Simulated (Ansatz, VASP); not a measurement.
# CaO: VASP beside Ansatz, part 2 of 2

Aim: how closely do two programs agree when they are given the same cell, functional and k mesh?

VASP 6.6.1 and Ansatz 0.2.0.

So far: The starting structure; VASP: band structure, r2SCAN-EpsX.

## Step 3: Ansatz: band structure, r2SCAN-EpsX

Level of this step: Ansatz beside VASP: Kohn-Sham DFT, plane waves, r2SCAN-EpsX (Ansatz).

Ansatz runs on its default PAW (the set named soft_2) files.

The same cell, functional, mesh and smearing now go to Ansatz, which takes its cutoff from its data sets.

Contents of input.yaml:

```yaml
crystal:
  lattice:
    - [0.0, 2.4087, 2.4087]
    - [2.4087, 0.0, 2.4087]
    - [2.4087, 2.4087, 0.0]
  atoms:
    - { symbol: Ca, position: [0.0, 0.0, 0.0] }
    - { symbol: O, position: [0.5, 0.5, 0.5] }
hamiltonian:
  xc: { exchange: r2scan, correlation: r2scan, exx: { coeff: 0.26 } }
  pseudopotentials: { kind: paw }
kpoints:
  mp_grid: { grid: [5, 5, 5] }
  band_path:
    path:
      - [0.0, 0.0, 0.0]
      - [0.5, 0.0, 0.5]
      - [0.5, 0.22222, 0.72222]
      - [0.40278, 0.34722, 0.75]
      - [0.125, 0.125, 0.25]
      - [0.27778, 0.27778, 0.27778]
      - [0.55556, 0.38889, 0.55556]
      - [0.58333, 0.25, 0.66667]
      - [0.5, 0.30556, 0.69444]
      - [0.48611, 0.48611, 0.52778]
      - [0.625, 0.25, 0.625]
      - [0.5, 0.0, 0.5]
    npoints: 1
scf:
  occupations: { method: gaussian, width: 0.03 }
  n_extra_bands: 7
output:
  forces: true
  stress: true
  eigenvalues: true
  write_density: true
  write_potential: true
  elf: true
  volumetric_format: npy
```

Command:

```bash
> ansatz run input.yaml --threads 4 --pin off --max-ram 9216MiB --backend cpu --events-out ev --progress --plain --runs-dir out
```

Numbers of over 12 decimals in the logs are rounded to 6 here.

The log of the run:

```text
Warning: output.stress: scf.convergence.dr2_threshold = 1e-7 eV (the SCF's general default) is looser than the 2e-10 eV advised for a printed stress (1e-10 eV for each atom of the cell: 2). What an SCF threshold leaves in a stress goes as its square root, and in the free energy as the threshold itself, and one threshold admits the most on a small cell: [figures from the program's tests cut] Set scf.convergence.dr2_threshold to 2e-10 eV or tighter. The threshold is an SCF's pass mark: one that does not reach it within its budget of iterations ends unconverged, or closes short of it on a stop that the run arms, and scf.convergence.dr2_threshold's page says what that costs each kind of run
Warning: output.stress: scf.exx.energy_threshold = 1e-6 eV is looser than the 2e-8 eV advised for a stress under a hybrid functional (1e-8 eV for each atom of the cell: 2). Every SCF of the exchange loop can meet its threshold on dr2 while the loop round them stops early: no threshold on dr2 bounds what that leaves in the stress. Set scf.exx.energy_threshold to 2e-8 eV or tighter. The threshold is the loop's pass mark: a loop that does not reach it within its budget of cycles ends unconverged, and scf.exx.energy_threshold's page has the law
scf.n_extra_bands = 7 over 8 filled bands (N_el = 16.0): the run solves 15 bands
Engine: ansatz 0.2.0, aarch64-unknown-linux-gnu
Pseudopotentials: kind: paw
Pseudopotential: Ca, paw, valence charge 10, recommended cutoff 500 eV (meta_gga), Ca.paw.azcp
Pseudopotential: O, paw, valence charge 6, recommended cutoff 500 eV (meta_gga), O.paw.azcp
Functional definition: unnamed
  parameter a_1 = 0.26
  exchange = (1 - a_1)*r2scan_x + a_1*exact_x
  correlation = r2scan_c
Crystal: 2 atoms, lattice volume = 27.950 Å³
Basis set: ecut = 500 eV, 725 PW (Γ), exchange–correlation on 100×100×100 points (64 copies of the dense FFT grid, shifted against one another)
Bands: 15, of which v1, the nominal top of the filled ones, is band 8 counted from 1 (7 counted from 0)
Symmetry: 48 space group operations
Space group: Fm-3m (ITA 225), of the structure as read, at distance tolerance 3.0e-5 Å
k-points: 10 of 125
Non-local potential: Ca, projectors of the file, l = 0: 3, l = 1: 2, l = 2: 2
Non-local potential: O, projectors of the file, l = 0: 2, l = 1: 2, l = 2: 1
PAW form: soft (Blöchl's): semilocal exchange-correlation on the pseudo side does not see the compensation charge
PAW frozen core: Ca, regenerated for the run's functional, and the local potential with it (the file was generated under x = pbe(κ = 0.804, μ = 0.219515), c = pbe(β = 0.066725))
PAW frozen core: O, regenerated for the run's functional, and the local potential with it (the file was generated under x = pbe(κ = 0.804, μ = 0.219515), c = pbe(β = 0.066725))
PAW one-centre angular grid: Ca, 302 points (default); XC on 160 Gauss nodes
PAW one-centre angular grid: O, 302 points (default); XC on 160 Gauss nodes
Initial density: superposition of atomic densities (neutral atoms: chi_scale 0, normalization atom), corrected by the library's trained network
Initial wavefunctions: pseudopotential atomic-orbital guess
Functional: x = r2scan, c = r2scan; τ floored in thin density (d = 2e-4 eV/Å³), warm-up for x = 0.74 r2scan + 0.26 exact, c = r2scan; τ floored in thin density (d = 2e-4 eV/Å³)
SCF iter   1: F=—  HF=-2394.020044 eV  |F-HF|=—  |Δ(HF+E_count)|=         —  Δρ=1.03e-2  dr2=3.62e-2  dr2_τ=5.83e-2  ethr=1.77e-3  ⟨swp⟩=8.8  Hψ=773  notcnv=0
preconditioner: auto → none  [insulator: Δε(μ)=4.651 eV  Ē_g=21.198 eV  σ=0.030 eV  W_gap=1.00  n_scr=8 (ndim 8)  ℏωp=26.3 eV  f_vac=0.000  D(μ)=0.00/eV (n_scr^D=0)]
SCF iter   2: F=—  HF=-2394.095181 eV  |F-HF|=—  |Δ(HF+E_count)|=   7.51e-2  Δρ=8.73e-3  dr2=1.15e-2  dr2_τ=2.97e-3  ethr=2.26e-4  ⟨swp⟩=4.1  Hψ=450  notcnv=0
iter 3 solved again at ethr=5.97e-6 eV; its pass at ethr=7.21e-5 eV (dr2=9.55e-4 eV) is discarded
SCF iter   3: F=-2394.092308 eV  HF=-2394.092665 eV  |F-HF|=3.57e-4  |Δ(HF+E_count)|=   2.52e-3  Δρ=2.37e-3  dr2=9.57e-4  dr2_τ=8.34e-5  ethr=5.97e-6  ⟨swp⟩=2.0  Hψ=571  notcnv=0
SCF 1 stopped early in 3 iterations: F = -2394.092308 eV  dr2 = 9.57e-4
  greatest PAW one-centre occupation: 0.995 electrons in one spin orbital (limit 2), on the Ca atom at site 0 (counted from 0), in its partial waves of l = 0
Initial density: handed on by an earlier stage of this run
Initial wavefunctions: those handed on with the density
Functional: x = 0.74 r2scan + 0.26 exact, c = r2scan; τ floored in thin density (d = 2e-4 eV/Å³)
Frozen-core exchange: fock
SCF iter   1: F=—  HF=-2393.433533 eV  |F-HF|=—  |Δ(HF+E_count)|=         —  Δρ=8.00e-3  dr2=2.80e-2  dr2_τ=1.05e-3  ethr=5.98e-5  ⟨swp⟩=5.2  Hψ=601  notcnv=0
preconditioner: auto → none  [insulator: Δε(μ)=6.908 eV  Ē_g=24.452 eV  σ=0.030 eV  W_gap=1.00  n_scr=8 (ndim 8)  ℏωp=26.3 eV  f_vac=0.000  D(μ)=0.00/eV (n_scr^D=0)]
SCF iter   2: F=—  HF=-2393.424043 eV  |F-HF|=—  |Δ(HF+E_count)|=   9.49e-3  Δρ=2.44e-3  dr2=1.84e-3  dr2_τ=9.68e-5  ethr=5.98e-5  ⟨swp⟩=3.2  Hψ=394  notcnv=0
SCF iter   3: F=—  HF=-2393.428016 eV  |F-HF|=—  |Δ(HF+E_count)|=   3.97e-3  Δρ=7.27e-4  dr2=1.06e-4  dr2_τ=2.22e-6  ethr=7.22e-6  ⟨swp⟩=3.4  Hψ=380  notcnv=0
SCF iter   4: F=—  HF=-2393.428038 eV  |F-HF|=—  |Δ(HF+E_count)|=   2.20e-5  Δρ=3.19e-4  dr2=1.76e-5  dr2_τ=2.65e-6  ethr=6.27e-7  ⟨swp⟩=3.2  Hψ=269  notcnv=0
SCF iter   5: F=-2393.428033 eV  HF=-2393.428034 eV  |F-HF|=5.10e-7  |Δ(HF+E_count)|=   3.96e-6  Δρ=6.86e-5  dr2=2.17e-6  dr2_τ=1.77e-7  ethr=1.02e-7  ⟨swp⟩=2.7  Hψ=244  notcnv=0
SCF 2 stopped early in 5 iterations: F = -2393.428033 eV  dr2 = 2.17e-6
  greatest PAW one-centre occupation: 0.996 electrons in one spin orbital (limit 2), on the Ca atom at site 0 (counted from 0), in its partial waves of l = 0
hybrid outer 1: dexx = +5.174e-3 eV, tail = 1.53e-5 eV
Frozen-core exchange: fock
SCF iter   1: F=—  HF=-2393.428136 eV  |F-HF|=—  |Δ(HF+E_count)|=         —  Δρ=1.18e-4  dr2=2.79e-6  dr2_τ=3.11e-7  ethr=4.77e-7  ⟨swp⟩=4.3  Hψ=381  notcnv=0
preconditioner: auto → none  [insulator: Δε(μ)=6.717 eV  Ē_g=24.381 eV  σ=0.030 eV  W_gap=1.00  n_scr=8 (ndim 8)  ℏωp=26.3 eV  f_vac=0.000  D(μ)=0.00/eV (n_scr^D=0)]
SCF iter   2: F=—  HF=-2393.428136 eV  |F-HF|=—  |Δ(HF+E_count)|=   5.58e-7  Δρ=2.98e-5  dr2=1.81e-7  dr2_τ=3.62e-8  ethr=1.52e-8  ⟨swp⟩=3.0  Hψ=263  notcnv=0
SCF iter   3: F=—  HF=-2393.428136 eV  |F-HF|=—  |Δ(HF+E_count)|=   2.90e-8  Δρ=7.85e-6  dr2=2.71e-8  dr2_τ=2.56e-9  ethr=1.00e-9  ⟨swp⟩=3.0  Hψ=260  notcnv=0
SCF iter   4: F=-2393.428136 eV  HF=-2393.428136 eV  |F-HF|=3.61e-9  |Δ(HF+E_count)|=   1.02e-7  Δρ=4.84e-6  dr2=4.23e-9  dr2_τ=1.02e-9  ethr=4.41e-11  ⟨swp⟩=4.2  Hψ=418  notcnv=0
SCF 3 converged in 4 iterations: F = -2393.428136 eV  dr2 = 4.23e-9
  Residual-converged pass: ⟨swp⟩=2.7  Hψ=238  notcnv=0  max |occ|·‖R‖ = 2.3e-6 eV (tolerance 2.4e-6 eV)  dr2=4.24e-9  dr2_τ=1.03e-9  dr2_onsite=1.15e-9  max |Δocc| = 0.0e0
hybrid outer 2: dexx = +1.824e-7 eV, tail = 1.86e-8 eV, Δε = 2.47e-3 eV (about 1.12e-4 eV left of the loop's levels)
NSCF: frozen V_eff on 12 k-points
hybrid SCF converged: 2 outer / 9 inner (+3 warm-up), last move |dexx| = 1.82e-7 eV, tail = 1.86e-8 eV
Stability not checked: this state was not tested for a lower state beside it, because the functional holds exact exchange (a hybrid, or Hartree-Fock), whose exchange loop this test does not read (fock_operator; see scf.lower_state_search)
Free energy (F): -2393.428136 eV
Frozen-core exchange: fock
Harris-Foulkes:  -2393.428136 eV  (|F-HF|=3.61e-9)
Internal energy: -2393.428136 eV  (E = F + TS)
E sigma→0 (E₀):  -2393.428136 eV
Fermi energy:    9.223366 eV
--- Per-component energies (eV) ---
  E_band       = -151.168672
  E_kinetic    = 457.251966
  E_local      = -893.820712  (includes V_loc(G=0)·N_el)
  E_nonlocal   = 109.419952
  E_hartree    = 296.879635
  E_xc         = -161.511605
  E_vxc        = -225.838821  (∫ρ·V_xc dr)
  E_exx        = -57.217981  (= α·E_x^exact, valence–valence)
  E_paw        = -1016.737355  (= ΣΔE_a)
  E_vpaw       = -89.302751  (= ΣTr[D̂ρ^β])
  E_aug_tail   = 0.000917  (compensation charges beyond the density's cutoff)
  E_vtau       = 11.796387  (kinetic-family band-sum trace: ∫τ·v_τ [+ j·A + Jᵃ·Aᵃ] dr)
  E_ewald      = -1127.349285
  E_core_change = -0.343668  (= ΣΔE_core)
  E_smearing   = -0.000000  (= −TS)
  E_closure    = 0.000000  (closes the sum)
  Σ components = -2393.428136   (vs F -2393.428136, Δ=0.00e0)
--- Forces (eV/Å), atoms counted from 1 ---
  atom   1  Ca    -0.00000000     0.00000000     0.00000000
  atom   2  O      0.00000000    -0.00000000    -0.00000000
  max |Σ_I F_I| component: 1.33e-29 eV/Å
--- Stress (GPa, compression-positive) ---
       -2.818703      -0.000000      -0.000000
        0.000000      -2.818703       0.000000
        0.000000      -0.000000      -2.818703
  P = ⅓ Tr σ = -2.8187 GPa (-28.187 kbar)
--- Band table (eV; the first three rows and the last of 10) ---
  k-point 0: bands = [... 4 lower, -11.8214, 5.8641, 5.8641, 5.8641, 13.3127, 15.3316, 15.3316, 15.3316, ... 3 higher]
  k-point 1: bands = [... 4 lower, -11.2045, 4.6963, 5.3843, 5.3843, 14.8580, 15.2779, 16.0522, 16.0522, ... 3 higher]
  k-point 2: bands = [... 4 lower, -10.4922, 3.2694, 4.7185, 4.7185, 15.8646, 16.9825, 17.4839, 17.4839, ... 3 higher]
  k-point 9: bands = [... 4 lower, -10.9887, 4.1334, 4.7487, 4.8960, 14.5569, 16.3254, 17.8510, 18.7272, ... 3 higher]
```

It took 16 s on 4 threads of Arm Neoverse V1, shared host; peak memory 0.67 GiB.

The column dr2 measures how far the density is from self-consistency, as an energy; F and HF (Harris–Foulkes) agree once it is small.

## Step 4: Differences

Known differences besides the PAW data sets themselves: exact exchange at q = 0 is treated differently, which shows on coarse meshes; VASP keeps PBE cores, Ansatz makes them for the functional; the cutoff is 500 eV in Ansatz and 460 eV in VASP; VASP takes a coarser grid for exact exchange (PRECFOCK = Fast). Total energies have different zeros and are not compared.

The two programs side by side:

| quantity | Ansatz | VASP | difference |
| --- | --- | --- | --- |
| gap over the path points (eV) | 6.517 | 6.505 | +0.011 |

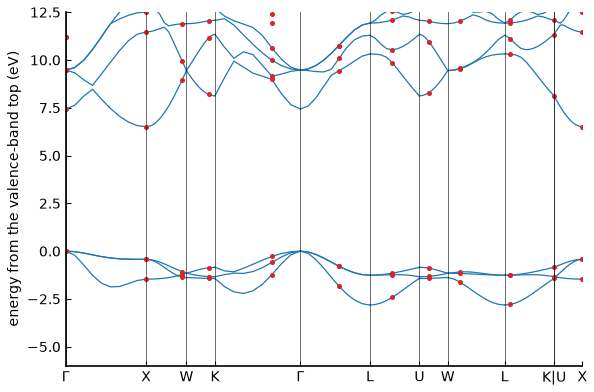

Bands from VASP (lines) and levels from Ansatz (dots). Dots without a line are higher empty bands that the VASP plot leaves out.

Levels at points of the path, from each program's valence-band top (eV; 3 filled, then empty):

| k (reciprocal lattice) | Ansatz | VASP |
| --- | --- | --- |
| 0.000 0.000 0.000 | 0.00 0.00 0.00 7.45 9.47 9.47 | 0.00 0.00 0.00 7.44 9.47 9.47 |
| 0.500 0.000 0.500 | -1.47 -0.43 -0.43 6.52 11.47 12.52 | -1.47 -0.43 -0.43 6.51 11.47 12.52 |
| 0.500 0.222 0.722 | -1.35 -1.23 -1.07 8.94 9.95 11.90 | -1.36 -1.23 -1.07 8.94 9.96 11.89 |
| 0.403 0.347 0.750 | -1.42 -1.33 -0.86 8.20 11.15 12.05 | -1.43 -1.33 -0.87 8.20 11.16 12.05 |
| 0.125 0.125 0.250 | -1.22 -0.58 -0.28 8.99 9.15 9.98 | -1.23 -0.59 -0.28 8.98 9.15 9.99 |
| 0.278 0.278 0.278 | -1.83 -0.78 -0.78 9.44 10.08 10.76 | -1.84 -0.79 -0.79 9.45 10.08 10.77 |
| 0.556 0.389 0.556 | -2.42 -1.23 -1.15 9.87 10.53 12.07 | -2.43 -1.24 -1.16 9.87 10.54 12.09 |
| 0.583 0.250 0.667 | -1.42 -1.32 -0.89 8.29 10.95 12.02 | -1.43 -1.32 -0.89 8.29 10.96 12.02 |
| 0.500 0.306 0.694 | -1.63 -1.17 -1.08 9.54 9.57 12.04 | -1.64 -1.17 -1.09 9.54 9.57 12.04 |
| 0.486 0.486 0.528 | -2.78 -1.25 -1.24 10.30 11.12 11.92 | -2.79 -1.26 -1.25 10.31 11.12 11.94 |

Among the levels compared (up to four filled and three empty ones at each point), filled levels agree within 12 meV and empty ones within 19 meV.

## Step 5: Results

- difference in gap over the path points (band structure, r2SCAN-EpsX): 0.011 eV

The difference in gap over the path points is 0.011 eV (band structure, r2SCAN-EpsX), within the 0.08 eV picked in this series as the mark of a large difference. How closely two codes agree says nothing of how well the functional describes the real material.

[Lines on the potential files, build, host, timing and source positions are cut from VASP's logs without a mark.]

[Logs are printed without paths, hosts, clocks, repeated set-up lines and the standing remarks that a program may print on its own settings, such as how far it seeks lower states.]

[Hosts, paths, dates, database ids (printed as entryN), source tags and the programs' standing remarks are cut or masked in the printed files.]
